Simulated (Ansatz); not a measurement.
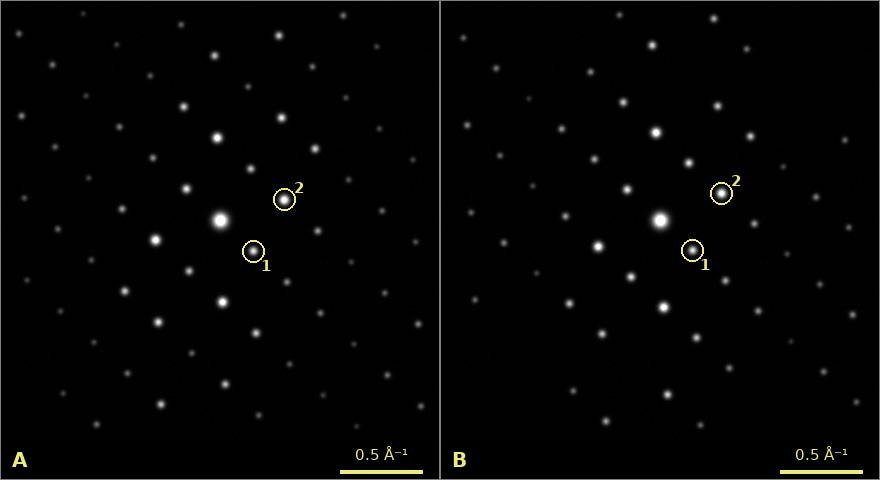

Kinematic electron diffraction patterns (200 kV, B = 0.5 Å², same scale) along [101] of the run's own cell, for the start and the end of one relaxation of Zn2Ge2F with DFT, PAW plane waves, r2scan in Ansatz. k mesh 7×7×7. The start is a generated model structure, and the relaxation ends in the nearest stationary point of its symmetry, not necessarily the ground state. Spot 1 is 0 -1 0 and spot 2 is 1 -1 -1 in both.

Start structure:

```
Ge F Zn
1.0
     0.00000    3.91441    0.00000
     3.91441    0.00000    0.00000
     1.95720    1.95720   -5.04410
Ge F Zn
2 1 2
Direct
  0.38600 0.38600 0.22800
  0.61400 0.61400 0.77200
  0.00000 0.00000 0.00000
  0.75000 0.25000 0.50000
  0.25000 0.75000 0.50000
```

Question: Which pattern belongs to the start structure, and which to the relaxed one?

Answer: B is the start: its cell gives d(1) = 3.649 Å, d(2) = 2.427 Å and an angle of 66.2°. A is the relaxed structure, with d(1) = 3.568 Å (-2.2 %), d(2) = 2.418 Å (-0.3 %) and 60.1°.

Question: Name reflections whose intensity changes strongly on relaxation.

Answer: 2 1 -2 comes into sight; 2 0 -2 goes from 20 to 37 % of the strongest spot; 0 2 0 goes from 12 to 6.2 % of the strongest spot; 1 0 -1 goes from 34 to 19 % of the strongest spot.

Question: What did the relaxation do to the structure and the energy?

Answer: The volume changed by +8.4 % to 16.76 Å³ an atom; with the mean shift removed, the atoms moved by up to 0.14 Å relative to the cell (Ge most); the space group stayed I4/mmm (No. 139); the free energy fell by 87 meV an atom. Relaxed cell: a = 3.738 Å, b = 3.738 Å, c = 6.554 Å, α = 73.43°, β = 73.43°, γ = 90.00°.
